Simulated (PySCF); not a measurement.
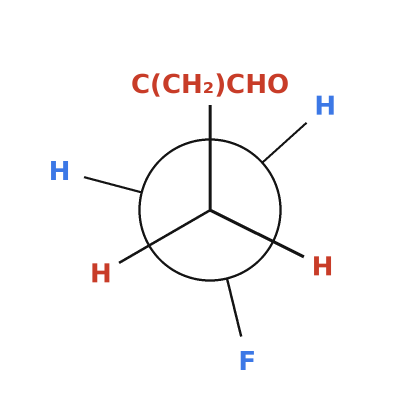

A Newman projection along the Si–C bond, silicon in front; angles are drawn as computed, but eclipsed bonds slightly apart. The computed structure is the end point of a GFN2-xTB optimisation. No frequency run is at hand to confirm it as a minimum.

### Which molecule is it?

C4H7FOSi, C=C(C=O)[SiH2]CF

### What is the torsion angle from the front C(CH2)CHO to the back F? The sign is positive where the front bond must turn clockwise to cover the back bond.

166°, antiperiplanar (anti). The conformation about this bond is staggered.
